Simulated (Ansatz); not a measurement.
Base system: Bi in the diamond structure (space group Fd-3m, No. 227; a = 7.165 Å; a hypothetical phase, not in the database extracts checked; relaxed with 0.1 eV smearing). Axes: x, y, z lie along the cube axes.

Structures relaxed with Ansatz (an electronic-structure program), PBEsol, PAW, cutoff 420 eV, scalar-relativistic without spin-orbit coupling.

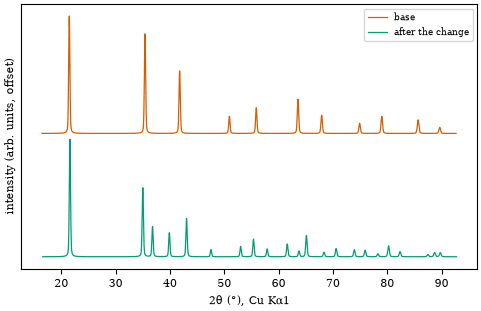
Simulated powder patterns before (top) and after one change

Question: Which of these changes matches the shifts?
A) biaxial strain −3.64 %, plane normal [001], relaxed out of plane
B) strain tensor (xx, yy, zz, yz, xz, xy) = (+3.19, +0.93, −1.55, −0.28, +1.22, −0.89) %
C) uniaxial strain ε_xx = −1.20 %

Answer: A, biaxial strain −3.64 %, plane normal [001], relaxed out of plane. Its volume per atom is 45.53 Å³ against 45.97 Å³, and its space group is I4_1/amd (No. 141).

Stability against distortions was not tested.
